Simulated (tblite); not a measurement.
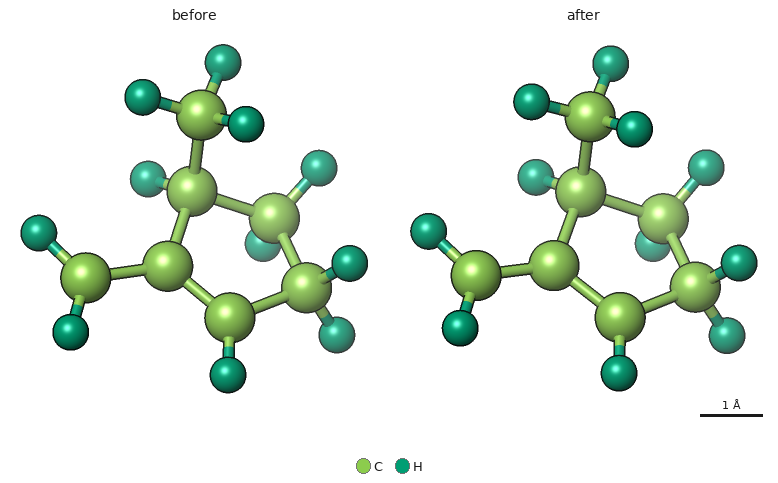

The structure of C7H11 (multiplicity 2) before (left) and after (right) a relaxation, at one scale.

The picture is a ball-and-stick view, seen at a tilt.

Method: GFN2-xTB geometry optimisation, gas phase (tblite 0.8.0). 

Q: Summarise the run.

A: The largest move after the best rigid fit is that of an H atom, 0.085 Å. By element the largest moves are H 0.085 Å, C 0.051 Å. Among the contacts that change: C–C 1.442 → 1.366 Å, C–C 1.327 → 1.382 Å, C–H 1.107 → 1.088 Å, C–C 1.501 → 1.485 Å. Bond angles that change, for instance: C–C–C 112.4° → 109.3°, H–C–H 109.4° → 106.7°, C–C–C 112.5° → 110.0°. The energy falls by 0.197 eV in 36 geometry steps. The run took 0.16 s on 1 thread of Arm Neoverse V2, on a shared host.
